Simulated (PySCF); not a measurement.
## EPR calculation, with input and output: C4H2Cl2F

System: C4H2Cl2F, multiplicity 2.
Method: UKS B3LYP, pcH-1 on C Cl F H, non-relativistic, mean-field spin-orbit, GIAO (PySCF 2.14.0).

It belongs to a series of runs on one base structure; here: H removed from sp3 C.

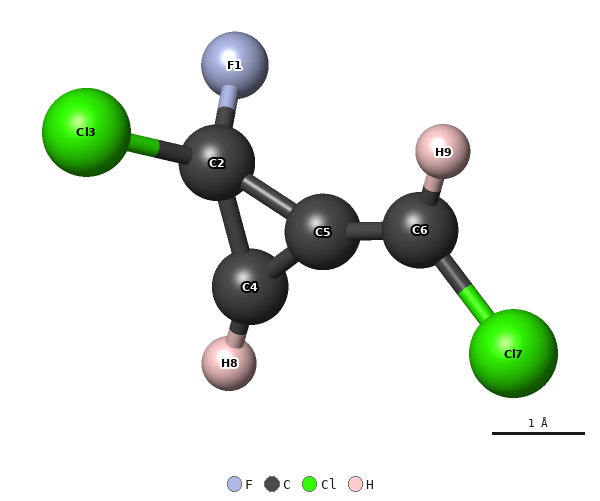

*The input geometry (ball-and-stick view, seen at an oblique angle; atoms are numbered from 1 in the order of the input).*

Bond lengths as drawn: C–C 1.36 to 1.48 Å, C–Cl 1.70 to 1.78 Å, C–F 1.37 Å and C–H 1.06 to 1.08 Å.

Input:
```
{"job": {"kind": "epr", "basis": "pcH-1"}, "charge": 0, "multiplicity": 2}
F     -1.141056     1.838968    -0.621549
C     -1.038387     0.619659    -0.014492
Cl    -2.069488     0.618446     1.430781
C     -0.795199    -0.590851    -0.789148
C      0.241466    -0.121406    -0.042879
C      1.517034    -0.177723     0.417946
Cl     2.564071    -1.436752    -0.027352
H     -1.192028    -1.307702    -1.462379
H      1.927149     0.563356     1.083893
```

The first line tells a small driver script what to run in PySCF; the rest is the geometry in Å.

Launched with:
```bash
OMP_NUM_THREADS=1 python <driver script> task.json out
```

What the program printed:
```
UKS, coarse grid
  cycle   1  E = -1173.68982276  |g| = 4.38e-01
  cycle   2  E = -1173.61408461  |g| = 6.53e-01
  cycle   3  E = -1173.75395824  |g| = 6.27e-02
  cycle   4  E = -1173.75507888  |g| = 3.92e-02
  cycle   5  E = -1173.75578474  |g| = 1.09e-02
  cycle   6  E = -1173.75585606  |g| = 6.61e-03
  cycle   7  E = -1173.75588533  |g| = 3.17e-03
  cycle   8  E = -1173.75589208  |g| = 1.25e-03
  cycle   9  E = -1173.75589479  |g| = 3.06e-04
UKS, final grid
  cycle   1  E = -1173.75588981  |g| = 3.20e-04
  cycle   2  E = -1173.75588979  |g| = 4.12e-04
  cycle   3  E = -1173.75588987  |g| = 7.36e-05
  cycle   4  E = -1173.75588987  |g| = 2.86e-05
E = -1173.75588987 Eh   <S^2> = 0.7710 (exact 0.7500)
g shifts (ppm)      1          2          3
  rmc          -176       -176       -176
  gc              0         40         41
  oz_so         728       5398       5739
  total         552       5262       5604
hyperfine (MHz)  atom isotope    a_iso     a_fc   dipolar eigenvalues
    0   19F      30.56      30.65    -31.24    -22.69     53.93
    1   13C     -11.99     -11.97     -2.59      0.37      2.22
    2  35Cl       2.96       2.82     -5.71     -4.77     10.48
    3   13C      53.79      53.86    -44.28    -40.97     85.24
    4   13C     -50.26     -50.27    -25.05      6.39     18.66
    5   13C      64.53      64.09    -54.83    -53.91    108.75
    6  35Cl       5.34       5.27    -26.33    -18.71     45.05
    7    1H     -37.59     -37.60    -19.67     -1.25     20.92
    8    1H     -45.64     -45.74    -24.73     -1.85     26.59
```

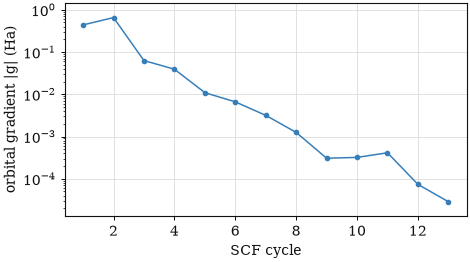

*Convergence of the self-consistent field: orbital gradient |g| against the SCF cycle.*

All cycles printed in the log are drawn one after another.

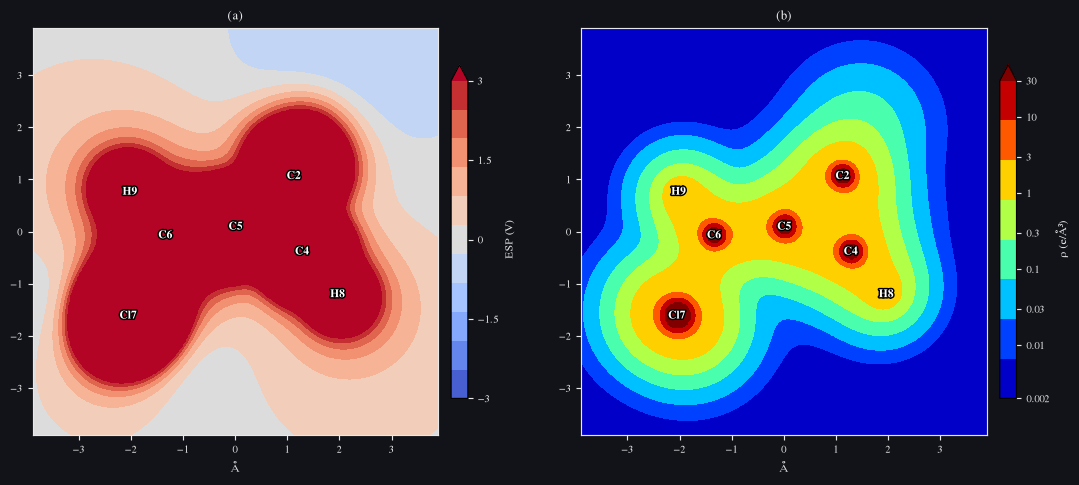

*(a) molecular electrostatic potential; (b) total electron density on the plane of atoms C2, C5 and C6.*

The section cuts through C, Cl and H sites. C–C (1.36 Å): ρ at the midpoint is about 2.2 e/Å³. C–H (1.06 Å): ρ at the midpoint is about 2.1 e/Å³. C–C (1.46 Å): ρ is about 1.8 e/Å³ halfway.

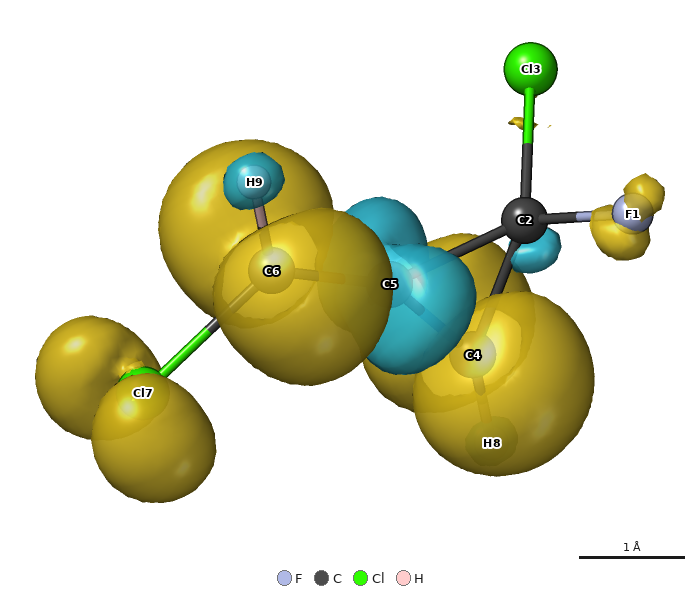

*Isosurfaces of the spin density at +0.02 (yellow) and −0.02 e/Å³ (cyan), seen at a tilt.*

The unpaired spin (1 electron) lies mostly on C6 (about 0.4), C4 (about 0.4) and Cl7 (about 0.1), in electrons by Hirshfeld's partition.

Results in brief:

| quantity | value |
| --- | --- |
| outcome | converged |
| total energy | −1173.755890 hartree |
| ⟨S²⟩ | 0.771 |
| isotropic g | 2.0061 |
| hardware | 1 CPU thread, shared host |
| wall time | 46 s |
| peak memory | 0.8 GiB |
